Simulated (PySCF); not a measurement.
# C4H2F3O2P: what the fields show

The calculation's input:

```
{"job": {"kind": "uv", "xc": "PBE0", "basis": "def2-SVPD", "nstates": 8, "ntriplets": 3}, "charge": 0, "multiplicity": 1}
C      2.989584     0.380398     0.301410
C      1.803121     0.529488     0.205388
P      0.053750     0.765991     0.147860
O     -0.544730     1.679096     1.116259
O     -0.246369     1.159403    -1.367207
C     -0.560955    -0.964586     0.279764
F      0.252127    -1.911546     0.753836
C     -1.828182    -1.207417    -0.014556
F     -2.598666    -0.233192    -0.477971
F     -2.491479    -2.344346     0.054273
H      4.030906     0.245723     0.365958
H     -0.857909     1.900301    -1.391041
```

Command:

```sh
OMP_NUM_THREADS=1 python probes_run.py task.json out
```

Geometry: GFN2-xTB.

All numbers below come from PySCF, PBE0/def2-SVPD, SCF density, gas phase.

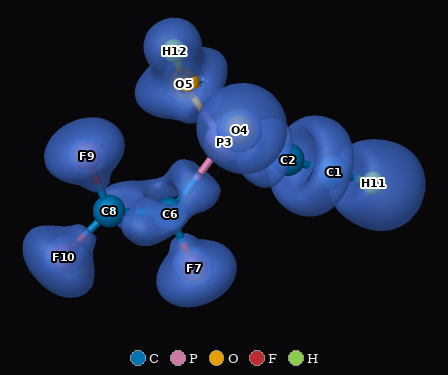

Figure 1. Isosurface of the electron localisation function at 0.75 (blue), seen at a tilt. Only the valence region is drawn (cores and ρ < 0.01 e/Å³ removed).

### What do the ELF domains correspond to?

At this value the surface marks out two regions between bonded C–C atoms (shared pairs), one region between bonded C–P atoms (shared pairs), one region around a hydrogen nucleus, three regions on F in which the atom's valence shell and bonds are merged, one region wrapped around O (its lone pairs, merged into a ring or cap) and one joined region spread over several atoms (H, O), in which their bonds and any lone pairs are merged. Along the contacts the grid gives the following. C–C (1.20 Å): the ELF peaks at about 0.85 between the atoms (a multiple bond). C–F (1.32 Å): the ELF peaks at about 0.85 between the atoms: a polar covalent bond.

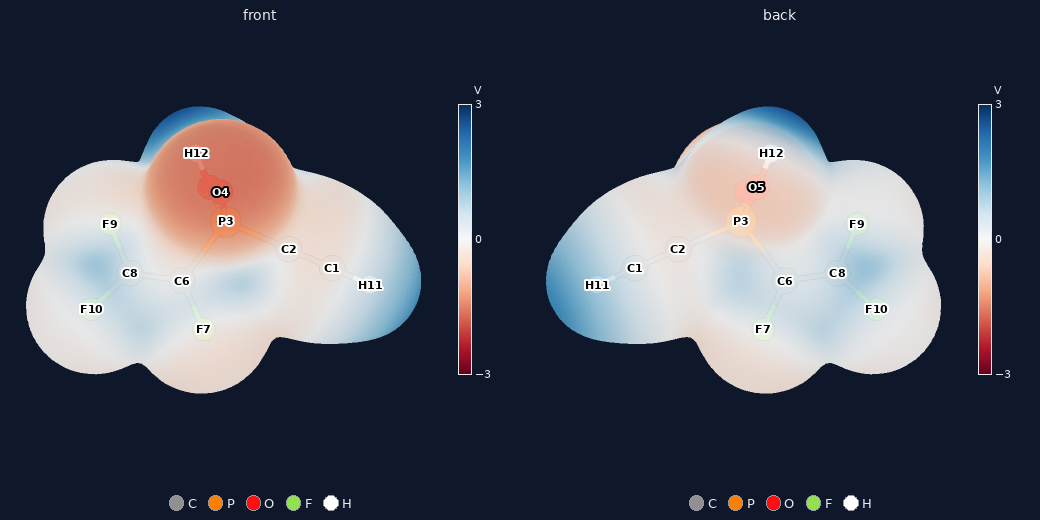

Figure 2. The molecular electrostatic potential painted on the density surface at 0.001 e/bohr³, seen from the front and from behind; red is negative and blue positive.

### Which sites attract a positive test charge, and which a negative one?

A positive charge is drawn to the negative regions and a negative charge to the positive ones. The most negative region (about −1.6 V) lies over O4, the most positive (about +2.4 V) over H12. O4 is the likeliest acceptor of a hydrogen bond.

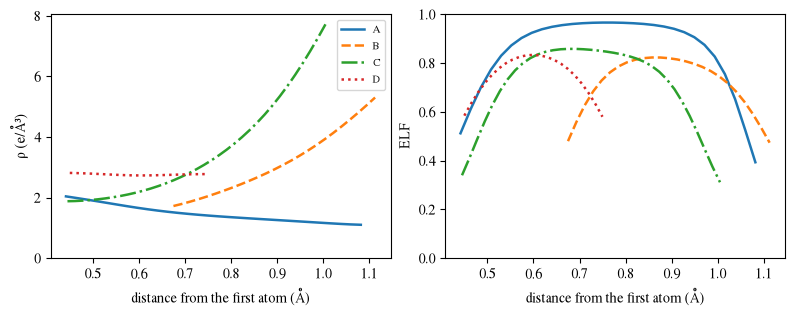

Figure 3. Electron density and ELF along straight lines between neighbouring atoms. The curves leave out the atomic cores.

### Which curve belongs to which contact (C–C, C–F, C–P and P–O)? The first atom named is at distance zero.

Curve A: C–P (1.77 Å): ρ is about 1.3 e/Å³ halfway; the ELF peaks at about 0.95 between the atoms; a shared electron pair. Curve B: P–O (1.46 Å): the density is about 1.9 e/Å³ at the midpoint; the ELF peaks at about 0.80 between the atoms: a polar covalent bond. Curve C: C–F (1.32 Å): ρ at the midpoint is about 2.5 e/Å³; the ELF peaks at about 0.85 between the atoms, as expected for a polar covalent bond. Curve D: C–C (1.20 Å): the density is about 2.7 e/Å³ at the midpoint; the ELF peaks at about 0.85 between the atoms; a multiple bond.
